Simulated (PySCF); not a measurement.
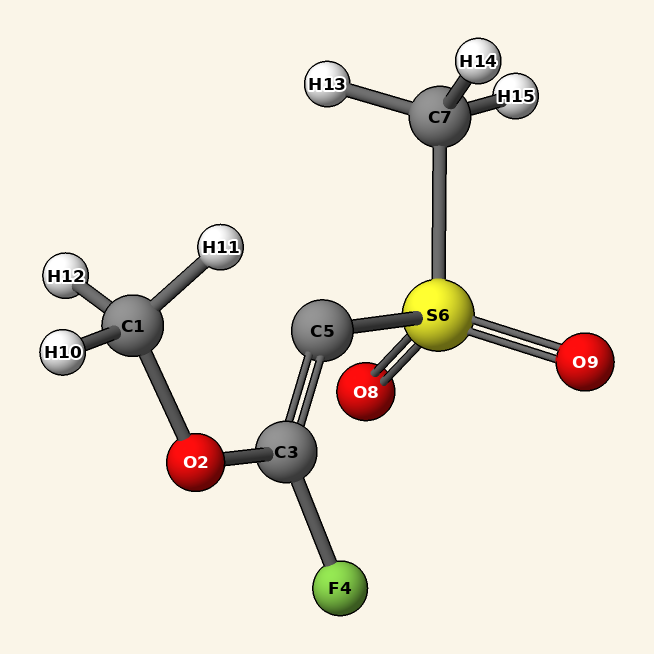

The questions are on Mulliken spin populations. Charge 0, doublet. Computed geometry: GFN2-xTB optimisation. No frequency run is at hand to confirm it as a minimum. Properties computed with UKS B3LYP, pcH-1 on C F H O S, non-relativistic (PySCF 2.14.0).

Give the Mulliken spin populations atom by atom.

| atom | value (e) |
| --- | --- |
| C1 | 0.00 |
| O2 | 0.01 |
| C3 | −0.08 |
| F4 | 0.04 |
| C5 | 0.92 |
| S6 | 0.00 |
| C7 | 0.00 |
| O8 | 0.05 |
| O9 | 0.07 |
| H10 | 0.00 |
| H11 | 0.00 |
| H12 | 0.00 |
| H13 | 0.00 |
| H14 | 0.00 |
| H15 | 0.00 |

Mulliken values depend strongly on the basis set.
